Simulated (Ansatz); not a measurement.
## Electronic structure of BCl2HO in real space

The calculation's input:

```
crystal:
  periodic: [false, false, false]
  atoms:
    - { symbol: B, position_ang: [0.0, 0.0, 0.0] }
    - { symbol: Cl, position_ang: [0.0, 0.0, 1.86] }
    - { symbol: O, position_ang: [1.2211, 0.0, -0.705] }
    - { symbol: H, position_ang: [1.5209, -0.9519, -0.8599] }
    - { symbol: Cl, position_ang: [-1.6108, 0.0, -0.93] }
basis:
  gaussian: { orbitals: def2-SVP }
hamiltonian:
  xc: r2scan
relax:
  f_tol: 0.02
  max_steps: 40
output:
  orbitals: {}
```

Run with:

```sh
ansatz run input.yaml --threads 1 --pin off --max-ram 2048MiB --backend cpu --events-out ev --progress --plain --runs-dir out
```

The fields are those of the run's last geometry, not of the input's.

These are results of RKS r2SCAN/def2-SVP in Ansatz 0.2.0, not measurements.

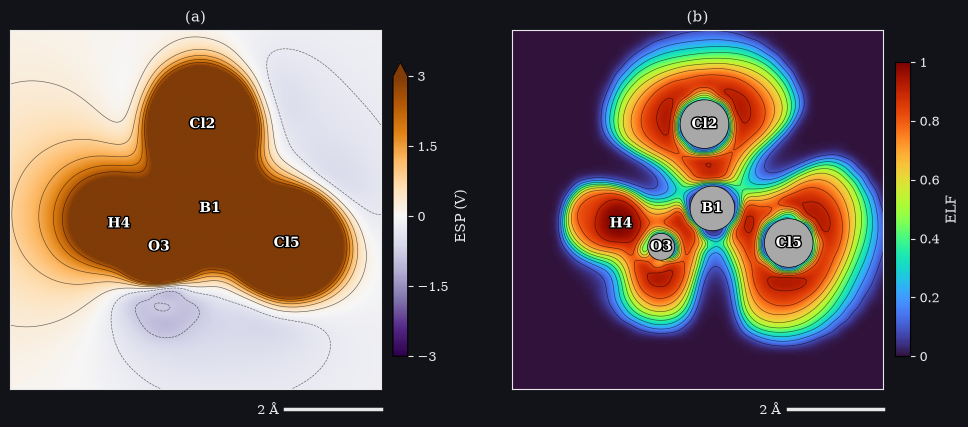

Figure 1. (a) electrostatic potential; (b) ELF on the molecular plane. Grey discs cover the atomic cores in the ELF map.

Q: Read the bonding off the picture.

A: The section cuts through B, Cl, O and H sites. B–O (1.34 Å): the ELF peaks at about 0.90 between the atoms (a polar covalent bond). B–Cl (1.75 Å): the ELF peaks at about 0.90 between the atoms, as expected for a polar covalent bond. O–H (0.97 Å): the ELF climbs to about 1 towards the hydrogen, as it does in any bond to H; a covalent bond by its length. The ELF also peaks beside Cl5, O3 and Cl2, away from the bonds: lone-pair regions. Outside the dense part of the molecule the potential is most negative (−1.0 V) near O3.

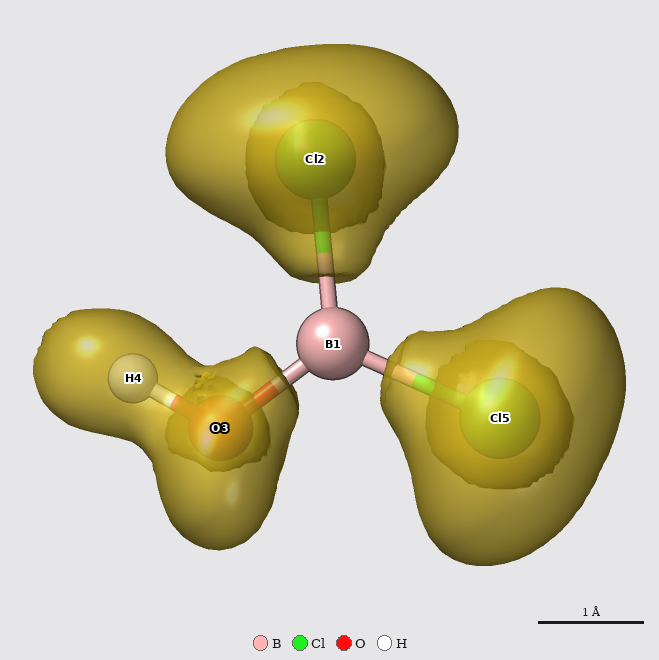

Figure 2. Isosurface of the ELF at 0.75 (yellow), seen across its widest extent. Core shells and regions of very low density are left out.

Q: Describe the localisation domains.

A: At this value the surface marks out two regions on Cl in which the atom's valence shell and bonds are merged and one joined region spread over several atoms (H, O), in which their bonds and any lone pairs are merged.

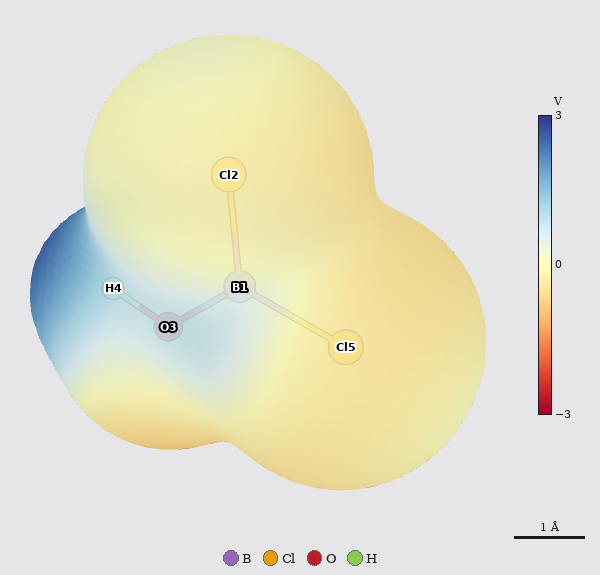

Figure 3. The molecular electrostatic potential painted on the density surface at 0.001 e/bohr³, seen at a tilt; red is negative and blue positive.

Q: Where is the surface potential most negative and most positive?

A: The most negative region (about −0.9 V, or −21 kcal/mol for a unit charge) lies over O3, the most positive (about +2.5 V, or +58 kcal/mol for a unit charge) over H4.
